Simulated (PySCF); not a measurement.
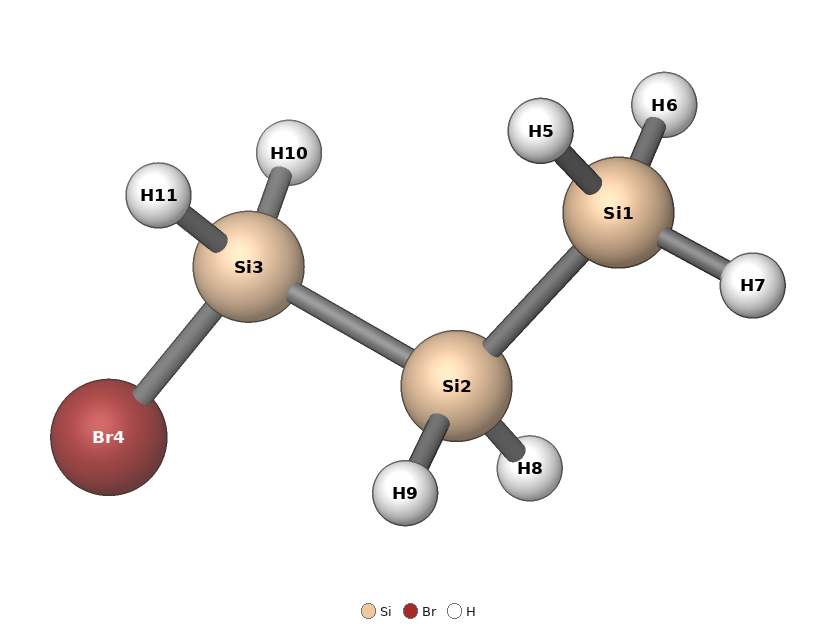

The geometry was computed by an optimisation with PBE0-D3(BJ)/def2-SVP. No frequency run is at hand to confirm it as a minimum. Level of theory: delta-SCF UKS B3LYP, pcX-2 on the ionised atom, pcseg-1 elsewhere, spin-free X2C (PySCF 2.14.0).

Give the core-electron binding energies (to vacuum; p and d levels without spin–orbit splitting) of Si1 1s, Si1 2p, Si2 1s, Si2 2p, Si3 1s, Si3 2p.

```
atom  level  binding energy (eV)
 Si1     1s               1845.0
 Si1     2p                106.8
 Si2     1s               1844.7
 Si2     2p                106.5
 Si3     1s               1845.7
 Si3     2p                107.4
```
